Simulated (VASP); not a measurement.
```
CELL_PARAMETERS angstrom
      4.69307     0.00000     0.00000
      0.00000     4.69307     0.00000
      0.00000     0.00000     2.98424
ATOMIC_POSITIONS crystal
  Ti 0.00000 0.00000 0.00000
  Ti 0.50000 0.50000 0.50000
  O  0.30577 0.30577 0.00000
  O  0.80577 0.19423 0.50000
  O  0.19423 0.80577 0.50000
  O  0.69423 0.69423 0.00000
```

All values below come from RPBE GGA, VASP's PBE PAW potentials (set 64) (plane waves; VASP). Settings: 520 eV cut-off, 5×5×8 Γ-centred mesh, tetrahedra with Blöchl corrections, potentials Ti_sv O.

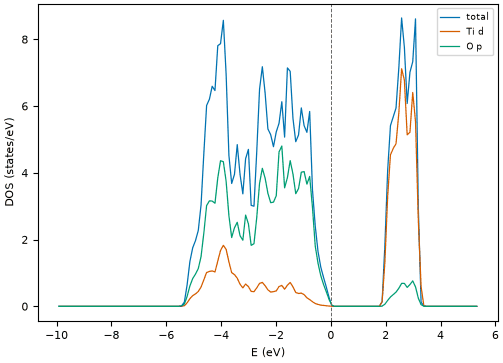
*Total and projected density of states, zero at the valence-band maximum*

Within 2 eV below the valence-band maximum the largest weight inside VASP's projection spheres is O p.

The gap is direct, 1.83 eV, from the valence maximum at Γ to the conduction minimum at Γ.

The compound is TiO2 in the rutile structure. It was relaxed first, which changed the volume by +5 %.
